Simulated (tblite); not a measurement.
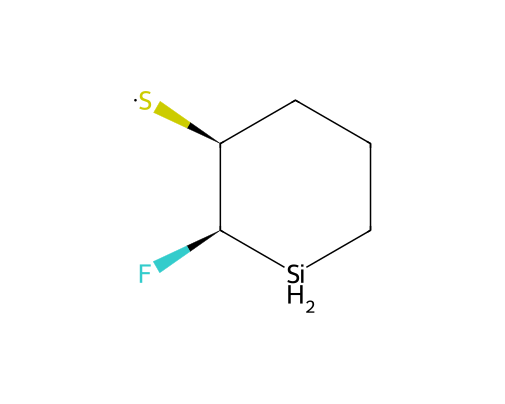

(Drawn from a calculation with tblite.)

The species is neutral and a spin doublet.

Transcribe the drawing into SMILES.

Answer. F[C@@H]1[SiH2]CCC[C@@H]1[S]

Give the formula, hydrogens included.

Answer. C5H10FSSi.

An optimisation with GFN2-xTB gave a structure of which point group?

Answer. C1.
